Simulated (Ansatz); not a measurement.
# HF (hydrogen fluoride) at 6 levels

We compute a comparison of 6 runs (UHF/3-21G, BHLYP/3-21G, PBE/3-21G, revPBE/3-21G, CCSDT(Q)/3-21G, CCSD(T)/cc-pVDZ) of HF (hydrogen fluoride). 

The calculation is run with Ansatz 0.2.0.

57 further runs of the same task are left out: 1 that didn't finish, 56 set aside as unsound or not needed.

## 1. The structure to begin with

HF: 2 atoms, total charge 0, spin state singlet. As SMILES, `F`. The H2–F1 distance was set to 1.380 Å, away from the relaxed value.

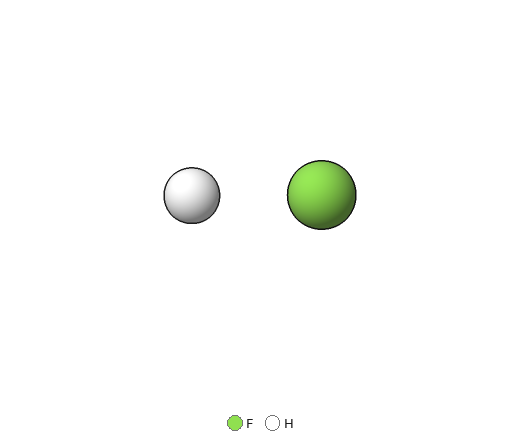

Viewed from a chosen angle; fluorine green, hydrogen white.

## 2. The energy at UHF/3-21G (run 1)

in.yaml reads:

```yaml
crystal:
  periodic: [false, false, false]
  atoms:
    - {symbol: F, position_ang: [-0.779965, 0.289187, -0.392782]}
    - {symbol: H, position_ang: [0.390000, -0.144600, 0.196400]}
basis:
  gaussian:
    orbitals: 3-21G.json
magnetization:
  spin_polarized: true
hamiltonian:
  xc: hf
accuracy: high
```

The basis set 3-21G is read from a file made from the Basis Set Exchange's data (not shown).

Launch:

```bash
ansatz run in.yaml --threads 1 --pin off --max-ram 2610MiB --events-out events.jsonl --progress --plain --runs-dir runs
```

The program printed:

```text
Warning: RAYON_NUM_THREADS=1 ignored (pool sized by the plan → 1); use --threads N
Functional definition: HF
  name "HF"
  exchange = exact_x
  correlation = 0
148 factors; integrals over basis functions are off by at most 4.0e-9 eV
mean field evaluation 1: about -2701.6551 eV, gradient 2.0e1 eV
mean field evaluation 2: about -2701.6548 eV, gradient 2.0e1 eV
mean field evaluation 4: about -2703.8682 eV, gradient 3.2e0 eV
mean field evaluation 8: about -2703.9143 eV, gradient 2.6e-4 eV
mean field evaluation 16: about -2703.8832 eV, gradient 3.2e0 eV
mean field evaluation 32: about -2701.5188 eV, gradient 4.5e0 eV
mean field -2704.14155696 eV, -99.3753692853 hartree, gradient 3.0e-8 eV, S^2 0.369114; 1 other end points of the search recorded, 0 dependent functions left out
reference -2704.14155696 eV, -99.3753692853 hartree; 5, 5 occupied and 6, 6 virtual orbitals, 148 factors
Total energy: -2704.14155696 eV, -99.3753692853 hartree
```

Run time: 0.06 s. Hardware: 1 thread of Arm Neoverse V2, shared host.

## 3. A single-point energy at BHLYP/3-21G (run 2)

molecule.yaml reads:

```yaml
crystal:
  periodic: [false, false, false]
  atoms:
    - symbol: F
      position_ang: [-0.779965, 0.289187, -0.392782]
    - symbol: H
      position_ang: [0.390000, -0.144600, 0.196400]
basis:
  gaussian:
    orbitals: 3-21G.json
magnetization:
  spin_polarized: false
hamiltonian:
  xc: {name: BHLYP}
accuracy: high
```

The basis set 3-21G is read from a file made from the Basis Set Exchange's data (not shown).

Launch:

```bash
ansatz run molecule.yaml --threads 1 --pin off --max-ram 2610MiB --events-out events.jsonl --progress --plain --runs-dir runs
```

The program printed:

```text
Warning: RAYON_NUM_THREADS=1 ignored (pool sized by the plan → 1); use --threads N
Functional definition: BHLYP
  name "BHLYP"
  parameter a = 0.5
  exchange = (1 - a)*b88_x + a*exact_x
  correlation = lyp_c
148 factors; integrals over basis functions are off by at most 4.0e-9 eV
mean field evaluation 1: about -2711.8992 eV, gradient 3.2e1 eV
mean field evaluation 2: about -2711.1575 eV, gradient 4.7e1 eV
mean field evaluation 4: about -2714.3762 eV, gradient 7.3e-1 eV
mean field evaluation 8: about -2714.3751 eV, gradient 2.2e-3 eV
mean field evaluation 16: about -2714.3751 eV, gradient 7.9e-7 eV
mean field -2714.37510127 eV, -99.7514451023 hartree, gradient 6.9e-9 eV, S^2 0.000000; 0 other end points of the search recorded, 0 dependent functions left out
reference -2714.37511147 eV, -99.7514454770 hartree; 5, 5 occupied and 6, 6 virtual orbitals, 148 factors
Total energy: -2714.37511147 eV, -99.7514454770 hartree
```

Run time: 0.22 s. Hardware: 1 thread of Arm Neoverse V2, shared host.

Runs 3 to 5 aren't shown in full; the table further down has their settings and results.

## 4. A single-point energy at CCSD(T)/cc-pVDZ (run 6)

in.yaml reads:

```yaml
crystal:
  periodic: [false, false, false]
  atoms:
    - {symbol: F, position_ang: [-0.779965, 0.289187, -0.392782]}
    - {symbol: H, position_ang: [0.390000, -0.144600, 0.196400]}
basis:
  gaussian: {orbitals: cc-pVDZ}
correlation: {method: ccsd_t, frozen_orbitals: {F: 1, H: 0}}
accuracy: high
scf: {omitted_lower_state_checks: [cluster_reference, increment]}
```

Launch:

```bash
ansatz run in.yaml --threads 1 --pin off --max-ram 2610MiB --events-out events.jsonl --progress --plain --runs-dir runs
```

The program printed:

```text
Warning: RAYON_NUM_THREADS=1 ignored (pool sized by the plan → 1); use --threads N
[... 11 lines left out ...]
1 core orbitals not correlated: weight in the atoms' cores, before any rotation towards them, 1.000 or more for the frozen orbitals, at most 0.000 for the correlated occupied ones
[... 23 lines left out ...]
Total energy: -2724.90214485 eV, -100.1383068183 hartree
Checks for a lower state left out: cluster_reference, increment
```

Wall time 0.14 s (1 thread of Arm Neoverse V2, shared host).

## 5. Overview of the runs

```tsv
run	level	frozen core orbitals	energy (Eh)	wall time
1	UHF/3-21G	–	-99.375369	0.06 s
2	BHLYP/3-21G	–	-99.751445	0.22 s
3	PBE/3-21G	–	-99.699893	0.2 s
4	revPBE/3-21G	–	-99.765103	0.2 s
5	CCSDT(Q)/3-21G	1	-99.522470	0.3 s
6	CCSD(T)/cc-pVDZ	1	-100.138307	0.14 s
```

## 6. Summary of results

| quantity | value |
| --- | --- |
| run 6: total energy | -100.13831 Eh |
| run 6: correlation energy (1 core orbital frozen) | -231.7 mEh |
| run 6: (T) correction | -3.77 mEh |
| run 6: T1 diagnostic | 0.017 |

What this shows: Totals of different functionals can't be ranked against each other. In runs 5, 6 the log says that unrestricted orbitals would lower the reference, so the values rest on an unstable closed-shell determinant (other closed-shell runs at this shape may share the fault). Spin contamination of the reference: run 1 ⟨S²⟩ = 0.37. All runs together took 1.1 s, the longest 0.3 s.
